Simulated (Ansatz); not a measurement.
# Calculations on BH5Se

### Relaxation

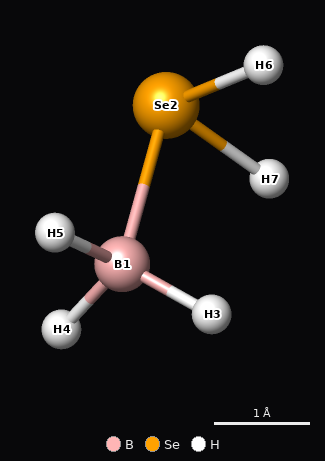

Starting structure of BH5Se. The picture is a ball-and-stick view, seen from a free direction.

The run prepares an end point of a later path (torsion) calculation, from a guessed geometry.

Theory: RKS B3LYP/def2-TZVP (Ansatz 0.2.0).

Input file:
```yaml
crystal:
  periodic: [false, false, false]
  atoms:
    - { symbol: B, position_ang: [-0.5114, -0.3552, -0.4278] }
    - { symbol: Se, position_ang: [1.0436, 0.8423, -0.0261] }
    - { symbol: H, position_ang: [-0.9321, -0.8911, 0.5288] }
    - { symbol: H, position_ang: [-0.2003, -1.0858, -1.2911] }
    - { symbol: H, position_ang: [-1.4522, 0.3702, -0.8391] }
    - { symbol: H, position_ang: [0.3802, 1.3612, 1.2641] }
    - { symbol: H, position_ang: [1.7335, -0.3095, 0.7454] }
basis:
  gaussian: { orbitals: def2-TZVP }
hamiltonian:
  xc: b3lyp
relax:
  f_tol: 0.015
  max_steps: 40
```

Command:
```bash
ansatz run input.yaml --threads 2 --pin off --max-ram 3072MiB --backend cpu --events-out ev --progress --plain --runs-dir out
```

What does the optimiser find from here?

Answer. B1 moves most after the best rigid fit: 0.23 Å. Largest moves by element: B 0.23 Å, H 0.20 Å, Se 0.09 Å. Some distances before and after: B1–Se2 2.003 → 2.198 Å, Se2–H7 1.548 → 1.475 Å, Se2–H6 1.541 → 1.475 Å, B1–H5 1.257 → 1.200 Å. Bond angles that change, for instance: H3–B1–H5 105.2° → 117.2°, B1–Se2–H7 90.1° → 101.6°, B1–Se2–H6 92.0° → 101.6°. After 5 geometry steps the energy has fallen by 10.8 kcal/mol. The largest force component goes from 2.8 to 0.012 eV/Å. The run took 7.8 s on 2 threads of Intel(R) Xeon(R) Platinum 8488C (Sapphire Rapids) (shared host), peak memory 0.22 GiB.

Final geometry:

```xyz
7

B    -0.7089   -0.4451   -0.4949
Se    1.0203    0.7961    0.0520
H    -1.0059   -0.9979    0.5233
H    -0.1944   -1.1106   -1.3514
H    -1.4424    0.4221   -0.8837
H     0.5483    1.4298    1.2972
H     1.8444   -0.1624    0.8117
```

After the run, drawn alike:

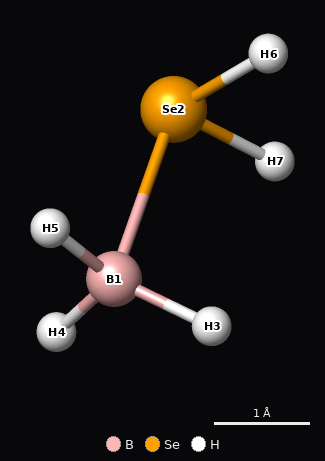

### Relaxation

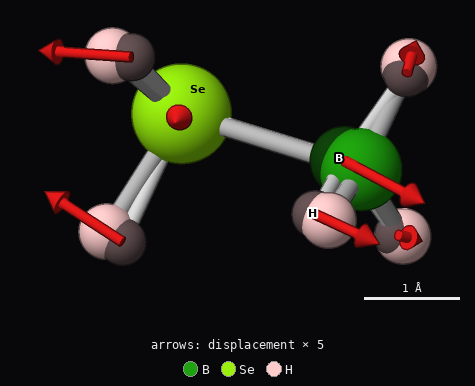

A relaxation of BH₅Se. The starting structure is drawn faded, the final one solid; red arrows show the displacements, 5 times their true length. The two geometries are superimposed by the best rigid fit.

The picture is a ball-and-stick view, seen at a tilt.

The run prepares an end point of a later path (torsion) calculation, from a guessed geometry.

These are results of RKS B3LYP/def2-TZVP in Ansatz, not measurements.

Input
```yaml
crystal:
  periodic: [false, false, false]
  atoms:
    - { symbol: B, position_ang: [-0.5114, -0.3552, -0.4278] }
    - { symbol: Se, position_ang: [1.0436, 0.8423, -0.0261] }
    - { symbol: H, position_ang: [-0.9321, -0.8911, 0.5288] }
    - { symbol: H, position_ang: [-0.2003, -1.0858, -1.2911] }
    - { symbol: H, position_ang: [-1.4522, 0.3702, -0.8391] }
    - { symbol: H, position_ang: [0.86032, 1.6137, -1.34721] }
    - { symbol: H, position_ang: [0.10125, 1.81854, 0.72005] }
basis:
  gaussian: { orbitals: def2-TZVP }
hamiltonian:
  xc: b3lyp
relax:
  f_tol: 0.015
  max_steps: 40
output:
  orbitals: {}
```

Command:
```bash
ansatz run input.yaml --threads 2 --pin off --max-ram 3072MiB --backend cpu --events-out ev --progress --plain --runs-dir out
```

Question: Describe the change and its energy.

Answer: The largest move after the best rigid fit is that of B1, 0.24 Å. Largest moves by element: B 0.24 Å, H 0.23 Å, Se 0.10 Å. Near-neighbour distances that change, for instance: B1–Se2 2.003 → 2.200 Å, Se2–H7 1.548 → 1.474 Å, Se2–H6 1.541 → 1.474 Å, B1–H5 1.257 → 1.196 Å. Among the angles between lasting bonds that change: Se2–B1–H3 112.8° → 98.8°, H3–B1–H5 105.2° → 117.2°, B1–Se2–H7 90.1° → 101.4°. Over 4 geometry steps the energy falls by 47.4 kJ/mol. Largest force component: 2.7 eV/Å at the start, 0.011 eV/Å at the end.

### Path

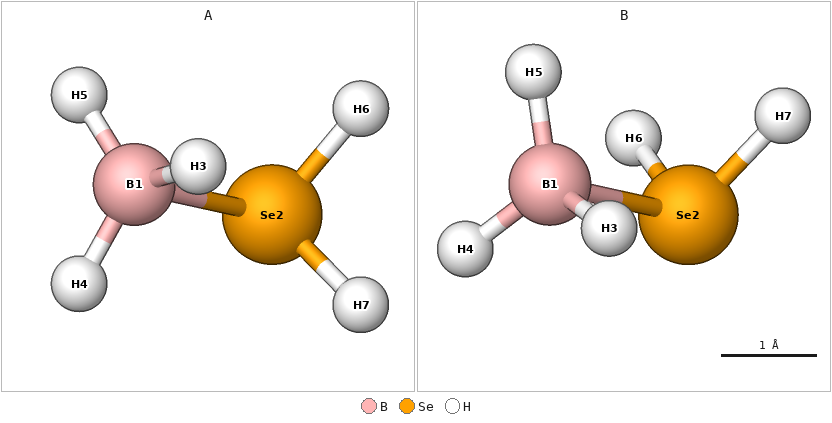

The two relaxed end points of a path for BH5Se. The picture is a ball-and-stick view, seen at a tilt.

The calculation used Ansatz 0.2.0, RKS B3LYP/def2-TZVP.

Settings: 7 movable images; climbing image; force threshold 0.03 eV/Å; iteration limit 60.

Start:
```xyz
7

B    -0.7087   -0.4447   -0.4956
Se    1.0204    0.7959    0.0530
H    -1.0065   -0.9980    0.5221
H    -0.1937   -1.1099   -1.3521
H    -1.4418    0.4228   -0.8843
H     0.5478    1.4290    1.2983
H     1.8438   -0.1631    0.8128
```

End:
```xyz
7

B    -0.6887   -0.4971   -0.4739
Se    1.2525    0.1746    0.3151
H    -0.6895   -1.6141   -0.0346
H    -0.4561   -0.4011   -1.6475
H    -1.4768    0.2730   -0.0088
H     1.1851    1.6257    0.0625
H     0.9349    0.3712    1.7413
```

Predict the minimum-energy path and its barrier.

The barrier is about 1.32 kcal/mol in both directions, with image 4 at the top; the ends have the same energy. The motion is a rotation about the B1–Se2 bond by about 120°. No bond forms or breaks between the ends. Among the angles between lasting bonds that change up to the highest image: Se2–B1–H3 104.2° → 101.1°, Se2–B1–H5 98.8° → 101.1°. The band converged in 7 iterations, with a climbing image at the top. At the top, the vibrational analysis gives one imaginary mode (179i cm⁻¹), as a transition state must have.

Energies of the converged images:

| image | path (Å) | E (kcal/mol) |
| --- | --- | --- |
| 0 | 0.00 | 0.00 |
| 1 | 0.34 | 0.20 |
| 2 | 0.69 | 0.68 |
| 3 | 1.03 | 1.14 |
| 4 | 1.37 | 1.32 |
| 5 | 1.72 | 1.14 |
| 6 | 2.06 | 0.67 |
| 7 | 2.41 | 0.19 |
| 8 | 2.75 | 0.00 |

The geometry at the top of the path:

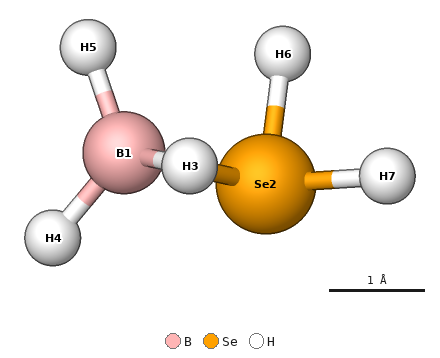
